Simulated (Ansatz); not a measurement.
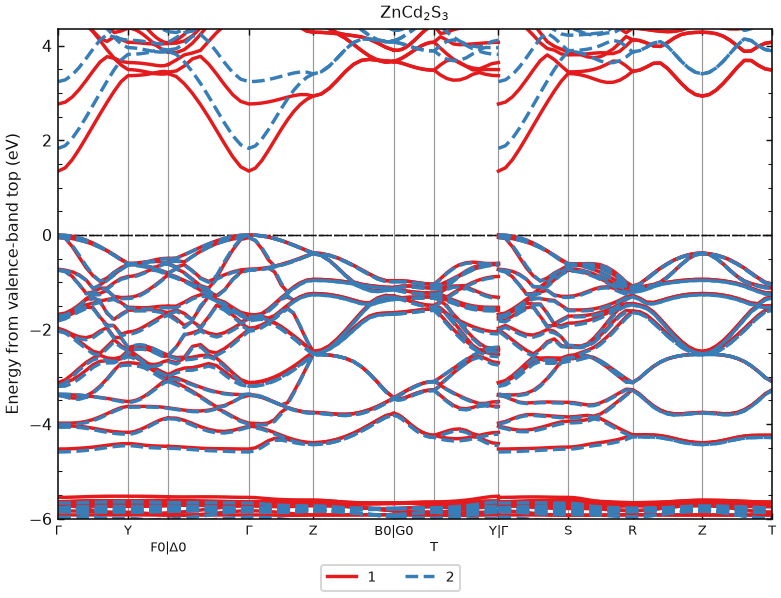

Band structures of ZnCd₂S₃, space group Cmc2_1 (No. 36), 12 atoms in the cell, by two methods on the same cell. Each is counted from its own valence-band top.

Question: Which curve is which? The methods: r2SCAN, PBE.

Answer: 1 is PBE; 2 is r2SCAN. PBE gives a gap of 1.35 eV along the path and r2SCAN gives a gap of 1.83 eV along the path.

Settings. PBE: DFT PBE, scalar-relativistic, plane waves, PAW, no spin polarisation, 6×6×4 k mesh, 420 eV cutoff, Gaussian smearing of 0.02 eV (Ansatz 0.2.0). r2SCAN: DFT r2SCAN, scalar-relativistic, plane waves, PAW, no spin polarisation, 6×6×4 k mesh, 500 eV cutoff, Gaussian smearing of 0.02 eV (Ansatz).

The structure is an invented one, so it need not be a known or stable phase.
